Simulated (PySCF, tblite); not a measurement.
# C4H6FNSi: geometry, infrared bands and NMR shifts

Aim: predict the infrared bands and NMR shifts of C4H6FNSi (`C=C(C#N)C[SiH2]F`).

The runs use tblite 0.8.0 and PySCF 2.14.0, with density-fitted response routines of our own; the level of theory stands in each step. All values are computed, except where a source is named. Atoms count from 0, in the outputs and in this text.

## Step 1: Starting geometry

13 atoms, charge 0, multiplicity 1; geometry from: force field or distance geometry start.

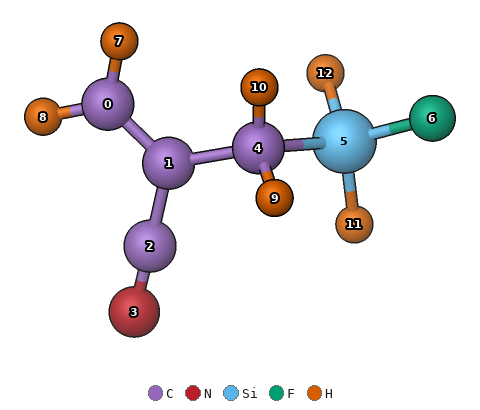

As it starts; carbon purple, nitrogen red, silicon blue, fluorine teal, hydrogen orange, atoms numbered; sticks join atoms by distance.

## Step 2: Geometry optimisation with GFN2-xTB

Job settings and geometry (Å):

```
{"job": {"kind": "relax", "xc": "GFN2-xTB", "basis": "xTB"}, "charge": 0, "multiplicity": 1}
C     -1.595800     1.043700    -0.752600
C     -0.957900     0.172500     0.021600
C     -1.594500    -1.054700     0.411200
N     -2.113900    -2.039300     0.703900
C      0.430300     0.455500     0.578700
Si     1.804300    -0.624700    -0.101300
F      3.191000    -0.103000     0.529700
H     -1.152300     1.997600    -1.039700
H     -2.602700     0.843800    -1.121300
H      0.406200     0.361200     1.668800
H      0.699300     1.499500     0.367700
H      1.600500    -2.046600     0.282900
H      1.881100    -0.504900    -1.567400
```

Command:

```console
> OMP_NUM_THREADS=1 python probes_run.py task.json out
```

One launch serves the whole session: the jobs run in the order shown.

**Question.** This job is followed by: GFN2-xTB harmonic vibrations, gas phase; GIAO PBE0/pcSseg-1 NMR shielding, non-relativistic, gas phase. What will the session give for the following? strongest single infrared mode (GFN2-xTB); zero-point energy (GFN2-xTB); 13C shifts against TMS (PBE0/pcSseg-1); 1H shifts against TMS (PBE0/pcSseg-1, means over atoms taken as alike); 15N shifts against NH3 (PBE0/pcSseg-1); 29Si shifts against TMS (PBE0/pcSseg-1); 19F shifts against CFCl3 (PBE0/pcSseg-1).

As calculated:

| quantity | value |
| --- | --- |
| strongest single infrared mode (GFN2-xTB) | 2341 cm⁻¹, 283 km/mol |
| zero-point energy (GFN2-xTB) | 54.3 kcal/mol |
| 13C shifts against TMS (PBE0/pcSseg-1) | 138.7, 123.4, 122.9, 28.9 ppm |
| 1H shifts against TMS (PBE0/pcSseg-1, means over atoms taken as alike) | 6.13, 6.05, 5.22, 2.36 ppm |
| 15N shifts against NH3 (PBE0/pcSseg-1) | 319.2 ppm |
| 29Si shifts against TMS (PBE0/pcSseg-1) | 6.3 ppm |
| 19F shifts against CFCl3 (PBE0/pcSseg-1) | -221.5 ppm |

The optimisation took 49 steps and gained 0.100 eV; among the close pairs (by a distance rule), Si5–H11 changed most, from 1.487 to 1.451 Å. No mode is imaginary among the 33: a minimum at this level. The strongest single mode, at 2341 cm⁻¹, moves mainly H12. Unscaled tight-binding wavenumbers are off by several per cent, some by more. Its intensities can rank the bands wrongly. The most deshielded carbon is C0 (terminal =CH2 carbon), at 138.7 ppm: an sp2 carbon of a C=C bond. At PBE0/pcSseg-1: The widest tensor belongs to N3: span 422 ppm, with a paramagnetic part of -392 ppm.
